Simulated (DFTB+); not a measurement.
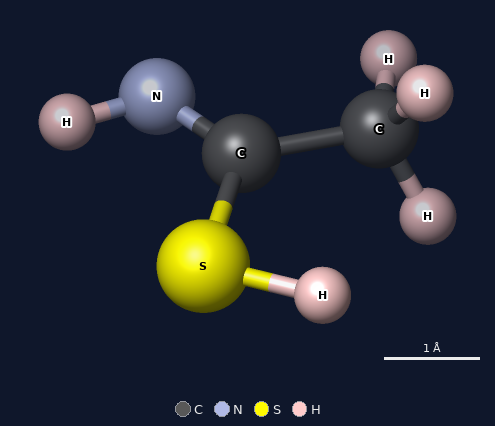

**Figure 1.** The structure as given in the input (ball-and-stick view, seen at a tilt).

## Run report: C₂H₅NS, energy and gradient calculation

C₂H₅NS, SMILES CC(=N)S, computed with DFTB2, U-SCC, dispersion D4 (DFTB+ 25.1).

The geometry comes from this level: PBE0-D4/def2-TZVP.

Input (dftb_in.hsd)
```
# DFTB2 energy and gradient
Geometry = xyzFormat {
  <<< "mol.xyz"
}
Hamiltonian = DFTB {
  SCC = Yes
  SlaterKosterFiles = Type2FileNames {
    Prefix = "slakos/"
    Separator = ""
    Suffix = ".spl"
    LowerCaseTypeName = Yes
  }
  MaxAngularMomentum = {
    C = "p"
    N = "p"
    S = "d"
    H = "s"
  }
  Charge = 0
  SCCTolerance = 1e-08
  MaxSCCIterations = 300
  Filling = Fermi {
    Temperature [K] = 300
  }
  SpinPolarisation = Colinear {
    UnpairedElectrons = 0
  }
  SpinConstants = {
    ShellResolvedSpin = No
    C = -0.023
    N = -0.026
    S = -0.016
    H = -0.072
  }
  Dispersion = DftD4 {
    s6 = 1.0
    s8 = 1.2916225
    s9 = 0.0
    a1 = 0.5965326
    a2 = 4.8778602
  }
}
Analysis = {
  PrintForces = Yes
}
Options = {
  WriteResultsTag = Yes
}
ParserOptions = {
  ParserVersion = 14
}
```

File mol.xyz
```
9

C      0.539700     0.823300    -0.338400
C     -0.043800    -0.522700    -0.054500
N      0.371500    -1.552400    -0.654500
S     -1.341500    -0.591100     1.162800
H      0.969200     1.255300     0.568800
H     -0.231300     1.507700    -0.700900
H      1.316700     0.718700    -1.094000
H     -0.111800    -2.401800    -0.366400
H     -1.380200     0.716700     1.459800
```

Run on 1 thread of Intel Xeon @ 3.00GHz (Skylake/Cascade Lake), 12 GiB of memory available, shared host.

Command:
```bash
dftb+ > output.log
```

The program's output
```
|  DFTB+ development version (commit: a23bfb2)

Reading input file 'dftb_in.hsd'
Parser version: 14

--------------------------------------------------------------------------------
Reading SK-files:
./slakos/cc.spl
./slakos/cn.spl
./slakos/cs.spl
./slakos/ch.spl
./slakos/nn.spl
./slakos/ns.spl
./slakos/nh.spl
./slakos/ss.spl
./slakos/sh.spl
./slakos/hh.spl
Done.

Processed input in HSD format written to 'dftb_pin.hsd'

Starting initialization...
--------------------------------------------------------------------------------
OpenMP threads:              1
Chosen random seed:          324012317
Current stacksize:           unlimited
Mode:                        Static calculation
Self consistent charges:     Yes
SCC-tolerance:                 0.100000E-07
Max. scc iterations:                    300
Shell resolved Hubbard:      No
Spin polarisation:           Yes
Nr. of up electrons:            12.000000
Nr. of down electrons:          12.000000
Periodic boundaries:         No
Electronic solver:           Relatively robust
Mixer:                       Broyden mixer
Mixing parameter:                  0.200000
Nr. of chrg. vec. in memory:            300
Max. SCC-cycles:                        300
Electronic temperature:              0.950045E-03 H      0.258520E-01 eV
Initial charges:             Set automatically (system chrg:   0.000E+00)
Included shells:             C:  s, p
                             N:  s, p
                             S:  s, p, d
                             H:  s
Using DFT-D4 dispersion corrections
Spin coupling constants:     C   1(s)-1(s):  -0.230000E-01
                             C   1(s)-2(p):  -0.230000E-01
                             C   2(p)-1(s):  -0.230000E-01
                             C   2(p)-2(p):  -0.230000E-01
                             N   1(s)-1(s):  -0.260000E-01
                             N   1(s)-2(p):  -0.260000E-01
                             N   2(p)-1(s):  -0.260000E-01
                             N   2(p)-2(p):  -0.260000E-01
                             S   1(s)-1(s):  -0.160000E-01
                             S   1(s)-2(p):  -0.160000E-01
                             S   1(s)-3(d):  -0.160000E-01
                             S   2(p)-1(s):  -0.160000E-01
                             S   2(p)-2(p):  -0.160000E-01
                             S   2(p)-3(d):  -0.160000E-01
                             S   3(d)-1(s):  -0.160000E-01
                             S   3(d)-2(p):  -0.160000E-01
                             S   3(d)-3(d):  -0.160000E-01
                             H   1(s)-1(s):  -0.720000E-01
Extra options:
                             Mulliken analysis
                             Force calculation
Force type                   original

--------------------------------------------------------------------------------

***  Geometry step: 0

 iSCC Total electronic   Diff electronic      SCC error
    1   -0.10381282E+02    0.00000000E+00    0.55158115E+00
    2   -0.10366419E+02   -0.10381282E+02    0.30672835E+00
    3   -0.10390689E+02    0.14863371E-01    0.14970966E+00
    4   -0.10397403E+02   -0.24270172E-01    0.26799660E-01
    5   -0.10397505E+02   -0.67139403E-02    0.61324069E-02
    6   -0.10397530E+02   -0.10193710E-03    0.24712381E-02
    7   -0.10397531E+02   -0.24554355E-04    0.33335783E-03
    8   -0.10397531E+02   -0.15294153E-05    0.29644810E-03
    9   -0.10397531E+02    0.24703926E-07    0.71515498E-04
   10   -0.10397531E+02   -0.55538589E-07    0.13308557E-04
   11   -0.10397531E+02   -0.20295516E-08    0.85714643E-05
   12   -0.10397531E+02   -0.37173820E-10    0.11275054E-06
   13   -0.10397531E+02   -0.20431656E-10    0.12378220E-07
   14   -0.10397531E+02   -0.10658141E-13    0.58823049E-08

Total Energy:                      -10.1009172280 H         -274.8599 eV
Extrapolated to 0K:                -10.1009172280 H         -274.8599 eV
Total Mermin free energy:          -10.1009172280 H         -274.8599 eV
Force related energy:              -10.1009172280 H         -274.8599 eV

--------------------------------------------------------------------------------
--------------------------------------------------------------------------------
SCC                                    +       0.01 ( 82.5%)       0.03 ( 90.0%)
--------------------------------------------------------------------------------
Missing                                +       0.00 ( 17.5%)       0.00 ( 10.0%)
Total                                  =       0.02 (100.0%)       0.03 (100.0%)
--------------------------------------------------------------------------------
```

Summary

| quantity | value |
| --- | --- |
| outcome | converged |
| total energy | −10.100917 hartree |
| dispersion energy | −0.002715 hartree |
| basis functions | 26 |
| largest force | 0.879 eV/Å |
| HOMO | −6.31 eV |
| LUMO | −1.59 eV |
| dipole moment | 1.47 D |
| peak memory | 0.071 GiB |
